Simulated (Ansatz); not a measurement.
# Lattice dynamics of TaInS3 (model cell, started as cubic perovskite with Ta in the octahedra), part 2 of 2

How does TaInS3 (model cell, started as cubic perovskite with Ta in the octahedra) vibrate, and is this structure a minimum?

Ansatz 0.2.0; DFT PBE, scalar-relativistic, plane waves, PAW; PAW set soft_1.

So far. Step 3 (Tight relaxation): The forces vanish by symmetry and the pressure is -0.010 GPa, within the tolerances set. The cell now holds 22.92 Å³/atom. The relaxed cell has a = 4.858 Å (conventional setting).

The structure was built from a prototype and need not be the compound's stable phase.

### Step 4. Modes at Γ

The zone centre comes first: it holds the modes that light can see, as far as symmetry allows. No field response is asked, since the mesh shows no gap.

Contents of input.yaml:

```yaml
crystal:
  lattice:
    - [4.8575955774, 0.0, 0.0]
    - [0.0, 4.8575955774, 0.0]
    - [0.0, 0.0, 4.8575955774]
  atoms:
    - { symbol: In, position: [0.0, 0.0, 0.0] }
    - { symbol: Ta, position: [0.5, 0.5, 0.5] }
    - { symbol: S, position: [0.5, 0.5, 0.0] }
    - { symbol: S, position: [0.5, 0.0, 0.5] }
    - { symbol: S, position: [0.0, 0.5, 0.5] }
kpoints:
  mp_grid: { grid: [8, 8, 8] }
hamiltonian:
  xc: pbe
  pseudopotentials: { kind: paw, azcp: { folder: soft_1 } }
scf:
  occupations: { method: methfessel_paxton, width: 0.2 }
output:
  eigenvalues: true
phonons:
  method: dfpt
```

The run is started by

```console
$ ansatz run input.yaml --threads 4 --pin off --max-ram 16384MiB --backend cpu --events-out ev --progress --plain --runs-dir out
```

Numbers of over 12 decimals in the logs are rounded to 6 here.

What it wrote:

```text
zone centre: on kpoints.mp_grid the ground state, and the responses unless they are solved on pairs of k-points, stand on 125 of the mesh's 512 k-points, reduced under 8 symmetry operations, with k and −k counted as one. Each operation leaves every solved displacement unchanged or reverses it
[...]
Crystal: 5 atoms, lattice volume = 114.621 Å³
Basis set: ecut = 420 eV, 2205 PW (Γ), exchange–correlation on 72×72×72 points (8 copies of the dense FFT grid, shifted against one another)
Bands: 27, of which v1, the nominal top of the filled ones, is band 22 counted from 1 (21 counted from 0)
Symmetry: 48 space group operations
k-points: 125 of 512 (irreducible under 8 space group operations)
[...]
SCF iter   1: F=—  HF=-18240.417781 eV  |F-HF|=—  |Δ(HF+E_count)|=         —  Δρ=2.55e-2  dr2=6.60e-1  ethr=3.10e-3  ⟨swp⟩=6.7  Hψ=15934  notcnv=0
[...]
SCF iter  11: F=-18240.237617 eV  HF=-18240.237617 eV  |F-HF|=1.09e-11  |Δ(HF+E_count)|=  7.28e-12  S|Δr|=    0.00e0  Δρ=3.12e-8  dr2=1.71e-12  ethr=1.00e-12  ⟨swp⟩=9.6  Hψ=17494  notcnv=0
SCF 1 converged in 11 iterations: F = -18240.237617 eV  dr2 = 1.71e-12
[...]
DFPT response loops at Γ: preconditioner auto → Kerker (q_TF=auto, 2.326 Å⁻¹) (partly filled bands, converged f_vac=0.000); β = 1.00, the filter's whole step (`scf.mixing.beta` (0.50) is not read by the response loops under this deck's `scf.mixing.preconditioner`; to damp them name `kerker` or `kerker_dos`, under which they read `scf.mixing.beta`, and type it under 1.00, their step now; both keys bind the ground state too); Broyden in place of MSR1
SCF converged after 11 iterations
[...]
Free energy (F): -18240.237617 eV
[...]
Internal energy: -18240.245717 eV  (E = F + TS)
E sigma→0 (E₀):  -18240.239642 eV
Entropy (-TS):   0.008100 eV (1.620 meV/atom)
Fermi energy:    7.700512 eV
[...]
--- Band table (eV; the first three rows and the last of 125) ---
  k-point 0: bands = [... 18 lower, 6.4344, 6.8434, 6.8434, 6.8434, 7.2211, 7.2211, 7.2211, 9.6216, ... 1 higher]
  k-point 1: bands = [... 18 lower, 6.3686, 6.5296, 6.7309, 6.7309, 7.2278, 7.9000, 7.9000, 9.6273, ... 1 higher]
  k-point 2: bands = [... 18 lower, 6.2192, 6.7618, 6.7618, 6.7830, 7.2443, 8.8268, 8.8268, 9.6392, ... 1 higher]
  k-point 124: bands = [... 18 lower, 4.5948, 7.7476, 7.7476, 7.7476, 10.0769, 10.0769, 10.0769, 13.8194, ... 1 higher]
--- Phonons (Γ-DFPT): 4 representative perturbations + reference, on 125 of 512 k-points (Σ response iterations 12) ---
  k mesh reduced under 8 symmetry operations, with k and −k counted as one. Each operation leaves every solved displacement unchanged or reverses it
  ASR residual: 1.825e-5 → 0.000e0 eV/Å²; symmetrization residual: 1.151e-5 eV/Å²
  ASR residual per site (eV/Å²): 1.31e-5 1.82e-5 1.48e-5 1.48e-5 1.48e-5
  Γ frequencies (cm⁻¹): -42.99 -42.99 -42.99 0.00 0.00 0.00 26.25 26.25 26.25 112.39 112.39 112.39 301.72 301.72 301.72
  non-analytic LO–TO correction: not included (Born effective charges unavailable; polar crystals: no LO–TO splitting at Γ)
```

Wall time 48 s (4 threads of Arm Neoverse V1, shared host); peak memory 1.5 GiB; 3.1 min of CPU time.

This step gave:

| Quantity | Value |
| --- | --- |
| sum-rule residual before enforcement | 1.82e-5 eV/Å² |
| point group | m-3m |
| highest optical zone-centre mode (no LO-TO term) | 301.7 cm⁻¹ |
| lowest optical zone-centre mode | -42.99 cm⁻¹ |

Patterns of degenerate modes are one choice out of their space. Modes at Γ, with each element's share of the kinetic energy (negative means imaginary):

```tsv
mode	frequency (cm⁻¹)	symmetry	In %	Ta %	S %
1	-43.0	T1u	12	12	76
2	-43.0	T1u	12	12	76
3	-43.0	T1u	12	12	76
4	0.0	acoustic	29	46	25
5	0.0	acoustic	29	46	25
6	0.0	acoustic	29	46	25
7	26.2	T1u	59	41	1
8	26.2	T1u	59	41	1
9	26.2	T1u	59	41	1
10	112.4	T2u	0	0	100
11	112.4	T2u	0	0	100
12	112.4	T2u	0	0	100
13	301.7	T1u	0	1	99
14	301.7	T1u	0	1	99
15	301.7	T1u	0	1	99
```

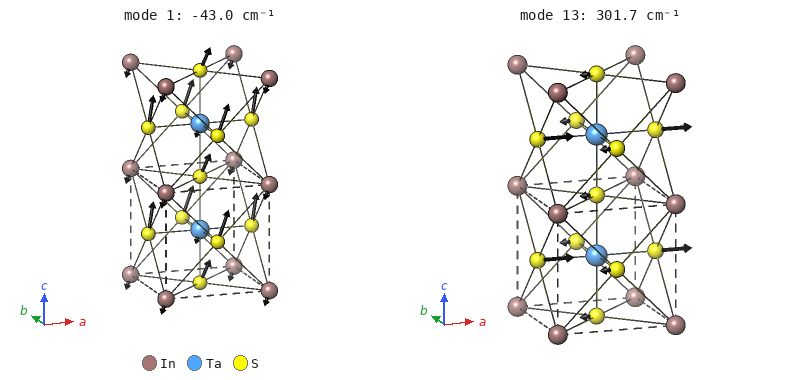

Displacement patterns of modes 1 and 13 at Γ; arrows are exaggerated. 1×1×2 cells are drawn. Some periodic images of atoms are drawn too.

Before it was imposed, the acoustic sum rule was missed by 1.8e-5 eV/Å². Small misses are needed for a sound result but don't prove that mesh and cutoff are converged. The lowest optical mode is imaginary, 43.0i cm⁻¹, so the energy falls along it.

### Step 5. Phonons on a q mesh

Stability and thermal properties need the whole zone. Linear response on a 2×2×2 q mesh gives force constants as far as a supercell of that size would.

input.yaml: that of step 4 with these lines changed.

```diff
@@ -22 +22,8 @@
   method: dfpt
+  qmesh: [2, 2, 2]
+  temperatures: { t_max: 1000, t_step: 50 }
+  qpath:
+    path:
+      - [[0.0, 0.0, 0.0], [0.0, 0.5, 0.0], [0.5, 0.5, 0.0], [0.0, 0.0, 0.0], [0.5, 0.5, 0.5], [0.0, 0.5, 0.0]]
+      - [[0.5, 0.5, 0.5], [0.5, 0.5, 0.0]]
+    npoints: 10
```

What it wrote:

```text
[...]
Crystal: 5 atoms, lattice volume = 114.621 Å³
Basis set: ecut = 420 eV, 2205 PW (Γ), exchange–correlation on 72×72×72 points (8 copies of the dense FFT grid, shifted against one another)
Bands: 27, of which v1, the nominal top of the filled ones, is band 22 counted from 1 (21 counted from 0)
Symmetry: 48 space group operations
k-points: 35 of 512
[...]
SCF iter   1: F=—  HF=-18240.417888 eV  |F-HF|=—  |Δ(HF+E_count)|=         —  Δρ=2.55e-2  dr2=6.60e-1  ethr=3.10e-3  ⟨swp⟩=6.5  Hψ=4403  notcnv=0
[...]
SCF iter  11: F=-18240.237617 eV  HF=-18240.237617 eV  |F-HF|=0.00e0  |Δ(HF+E_count)|=  1.09e-11  S|Δr|=    0.00e0  Δρ=3.11e-8  dr2=1.69e-12  ethr=1.00e-12  ⟨swp⟩=9.5  Hψ=4938  notcnv=0
SCF 1 converged in 11 iterations: F = -18240.237617 eV  dr2 = 1.69e-12
[...]
SCF iter   6: F=-18240.237617 eV  HF=-18240.237617 eV  |F-HF|=0.00e0  |Δ(HF+E_count)|=    0.00e0  S|Δr|=    0.00e0  Δρ=9.61e-8  dr2=6.67e-12  ethr=1.00e-12  ⟨swp⟩=2.4  Hψ=2024  notcnv=0
SCF 2 converged in 6 iterations: F = -18240.237617 eV  dr2 = 6.67e-12
phonons: the bands overlap, so this run is a metal and interpolates without the dipole-dipole term. If the crystal is really an insulator or semiconductor, its LO-TO splitting is missing
NSCF: frozen V_eff on 35 k-points
[...]
DFPT response loops at q = (0, 0, 0) (fractional): preconditioner auto → Kerker (q_TF=auto, 2.326 Å⁻¹) (partly filled bands, converged f_vac=0.000); β = 1.00, the filter's whole step (`scf.mixing.beta` (0.50) is not read by the response loops under this deck's `scf.mixing.preconditioner`; to damp them name `kerker` or `kerker_dos`, under which they read `scf.mixing.beta`, and type it under 1.00, their step now; both keys bind the ground state too); Broyden in place of MSR1
[...]
SCF converged after 11 iterations
[...]
Free energy (F): -18240.237617 eV
[...]
Internal energy: -18240.245717 eV  (E = F + TS)
E sigma→0 (E₀):  -18240.239642 eV
Entropy (-TS):   0.008100 eV (1.620 meV/atom)
Fermi energy:    7.700512 eV
[...]
--- Band table (eV; the first three rows and the last of 35) ---
  k-point 0: bands = [... 18 lower, 6.4344, 6.8434, 6.8434, 6.8434, 7.2211, 7.2211, 7.2211, 9.6216, ... 1 higher]
  k-point 1: bands = [... 18 lower, 6.3686, 6.5296, 6.7309, 6.7309, 7.2278, 7.9000, 7.9000, 9.6273, ... 1 higher]
  k-point 2: bands = [... 18 lower, 6.2192, 6.7618, 6.7618, 6.7830, 7.2443, 8.8268, 8.8268, 9.6392, ... 1 higher]
  k-point 34: bands = [... 18 lower, 4.5948, 7.7476, 7.7476, 7.7476, 10.0769, 10.0769, 10.0769, 13.8194, ... 1 higher]
--- Phonons (Γ-DFPT): 4 representative perturbations + reference (Σ response iterations 12) ---
  ASR residual: 1.073e-5 → 0.000e0 eV/Å²; symmetrization residual: 6.877e-6 eV/Å²
  ASR residual per site (eV/Å²): 9.95e-6 7.25e-6 1.07e-5 1.07e-5 1.07e-5
[...]
--- Phonons (arbitrary-q DFPT): 4 irreducible q on the 2×2×2 mesh ---
  q = [0.0000, 0.0000, 0.0000] (star 1, of the zone-centre solve; hermiticity 1.62e-6, symmetrization 6.37e-13): -42.99 -42.99 -42.99 -0.00 -0.00 0.00 26.25 26.25 26.25 112.39 112.39 112.39 301.72 301.72 301.72
  q = [0.0000, 0.0000, -0.5000] (star 3, 9 solved perturbations in 975 linear systems a pass and spin channel, the states on 125 of 512 k-point pairs; hermiticity 9.03e-7, symmetrization 8.39e-14): -19.78 -19.78 18.98 18.98 42.36 72.37 72.37 123.49 136.04 136.04 136.26 180.40 286.49 286.49 417.15
[...]
sum rule: each row above includes the acoustic sum rule's correction from the zone centre's row sums; it moved no ω² by more than (0.30 cm⁻¹)²
  mesh force constants: q→R imaginary residual 6.56e-18; ASR residual 1.073e-5 → 0.000e0 eV/Å²; symmetrization residual 8.882e-15 eV/Å²
  interpolated dispersion: 62 rows × 15 modes
  density of states and harmonic sums: on the 14×14×14 q-mesh, interpolated from the force constants of a 2×2×2 supercell (no non-analytic term)
  largest difference from the sums on the solved wave vectors: F 3.51e-1 eV, S 4.73e-4 and C_V 1.23e-4 eV/K
  zero-point energy: 0.117166 eV/cell   skipped modes (ω ≤ 0): 199, of them read as no rigid motion or as one in doubt: 196 (1.455e0 modes/cell left out, lowest -101.39 cm⁻¹)   left out of the sums: 9.71e-2 of the cell's modes: C_V's classical limit lies that fraction below 3 k_B per atom; for a crystal, a wire or a layer, F and S can be off by more, and a phonons.interpolated_qmesh denser along its periods is the remedy for the sampling
```

Wall time 3.8 min (4 threads); peak memory 1.2 GiB; 15 min of CPU time.

Numbers from this step:

| Item | Value |
| --- | --- |
| sum-rule residual before enforcement | 1.07e-5 eV/Å² |
| lowest frequency on the path | -101.4 cm⁻¹ |
| highest frequency | 477.1 cm⁻¹ |
| lowest mode on the q mesh (acoustic ones at the zone centre apart) | -101.4 cm⁻¹ |

Frequencies (cm⁻¹) solved at each irreducible wavevector; negative means imaginary. Frequencies by wavevector, by row:

```tsv
q in reciprocal lattice units	star	mode 1	mode 2	mode 3	mode 4	mode 13	mode 14	mode 15
0 0 0	1	-43	-43	-43	0	301.7	301.7	301.7
0 0 -0.5	3	-19.8	-19.8	19	19	286.5	286.5	417.1
0 -0.5 -0.5	3	-92.3	-26.6	14.6	14.6	201.9	271.6	451
-0.5 -0.5 -0.5	1	-101.4	-101.4	-95.2	-95.2	190.7	190.7	477.1
```

Interpolated from a 2×2×2 q mesh. The phonon branches at the labelled points (cm⁻¹):

```tsv
point	branch 1	branch 2	branch 3	branch 4	branch 12	branch 13	branch 14	branch 15
Γ	-43	-43	-43	0	112	302	302	302
X	-20	-20	19	19	180	286	286	417
M	-92	-27	15	15	185	202	272	451
Γ	-43	-43	-43	0	112	302	302	302
R	-101	-101	-95	-95	191	191	191	477
X	-20	-20	19	19	180	286	286	417
jump to R	-101	-101	-95	-95	191	191	191	477
M	-92	-27	15	15	185	202	272	451
```

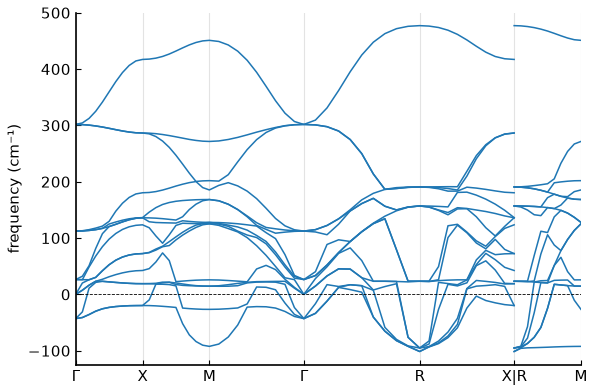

Phonon branches along the path.

The phonon density of states has structure finer than the step of the table below, so its rows give means over 50 cm⁻¹, whole bins alone (the curve runs from -102 to 478 cm⁻¹). Peaks (cm⁻¹: height): 17.5: 0.179, 137.5: 0.0656, 187.5: 0.0639, 282.5: 0.0362.

Tetrahedra on a 14×14×14 mesh, mean over bins of 5 cm-1. Interpolated from a 2×2×2 q mesh. Table of phonon density of states by wavenumber; means over each step:

```tsv
wavenumber (cm⁻¹)	phonon density of states (1/cm⁻¹/cell)
-50	0.0107
0	0.0567
50	0.0458
100	0.0507
150	0.0562
200	0.0265
250	0.0154
300	0.0141
350	0.00186
400	0.00677
450	0.0109
```

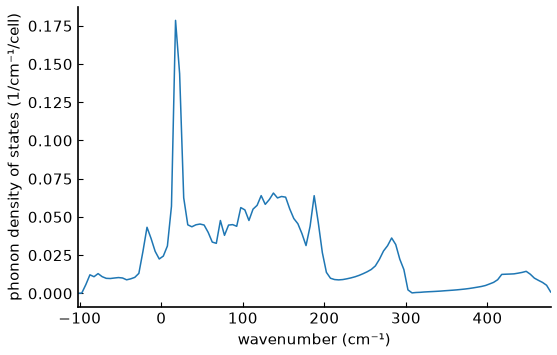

Phonon density of states, plotted against wavenumber.

The partial phonon density of states has structure finer than the step of the table below, so its rows give means over 50 cm⁻¹, whole bins alone (the curve runs from -103 to 500 cm⁻¹). Peaks (cm⁻¹: height): In 18.6: 0.145; S -76.3: 0.0188, -38.3: 0.0182, 64.1: 0.0381, 102.0: 0.0427, 132.4: 0.0421, 189.3: 0.0508, 284.1: 0.0339; Ta -23.2: 0.0190, 18.6: 0.00769, 45.1: 0.0272, 86.8: 0.0362, 117.2: 0.0362, 151.3: 0.0298.

Phonopy on the run's constants, 11x11x11 mesh, Gaussian sigma 4.3 cm-1. Interpolated from a 2×2×2 q mesh. Partial phonon density of states against wavenumber; means over each step; values in 1/cm⁻¹/cell:

```tsv
wavenumber (cm⁻¹)	In	S	Ta
-50	4.4e-4	0.0104	0.00168
0	0.0459	0.00308	0.00770
50	0.0119	0.0211	0.00982
100	0.00106	0.0311	0.0193
150	5.2e-4	0.0354	0.0197
200	3.8e-5	0.0253	0.00149
250	1.0e-5	0.0150	1.3e-4
300	3.0e-6	0.0143	1.3e-4
350	0	0.00188	5.8e-6
400	0	0.00664	7.7e-6
450	0	0.0108	3.3e-6
```

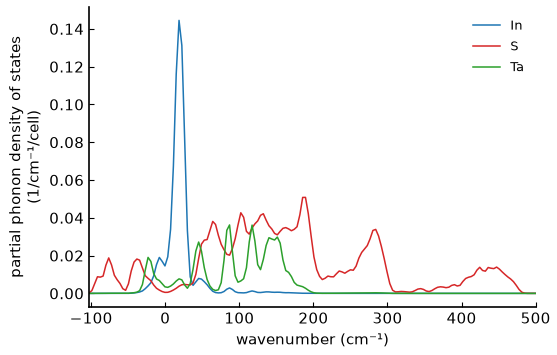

Partial phonon density of states against wavenumber.

Symmetry leaves 4 wavevectors to solve. The lowest mode among them, the acoustic zeros apart, lies at q = (-0.5, -0.5, -0.5) and is imaginary, 101.4i cm⁻¹, so the energy falls along it.

### Step 6. Results

| Property | Result |
| --- | --- |
| space group after relaxation (within 0.01 Å) | Pm-3m |
| volume per atom | 22.9 Å³ |
| electronic character | no gap on this mesh |
| highest optical zone-centre mode (no LO-TO term) | 302 cm⁻¹ |
| lowest optical zone-centre mode | -43.0 cm⁻¹ |
| lowest mode on the q mesh (acoustic ones at the zone centre apart) | -101 cm⁻¹ |
| highest frequency | 477 cm⁻¹ |
| imaginary modes on the 2×2×2 q mesh | yes |

In words: Modes are clearly imaginary (beyond 10i cm⁻¹) at 4 of the 4 irreducible wavevectors, most at q = (-0.5, -0.5, -0.5) (101.4i cm⁻¹), so this structure is not a minimum of the energy. The optical modes at Γ span -43 to 302 cm⁻¹ (negative means imaginary). The highest mode in this list at Γ, 301.7 cm⁻¹, is mostly motion of S (99 % of the kinetic energy). With no gap, or one that is small against the smearing, the frequencies hang on the k mesh and the smearing, most of all near Kohn anomalies. A semilocal functional can close a gap that the real compound would have, so the metallic treatment may be an artefact of the level. Spin-orbit coupling is left out, which can matter for the heavy elements here. The starting cell was built on a prototype and not taken from a measurement, so the phase need not exist. These are harmonic frequencies at zero temperature: anharmonic shifts, linewidths and thermal expansion are left out.

[Logs are printed without paths, hosts, clocks, repeated set-up lines and the standing remarks that a program may print on its own settings, such as how far it seeks lower states.]

[Hosts, paths, dates, database ids (printed as entryN), source tags and the programs' standing remarks are cut or masked in the printed files.]
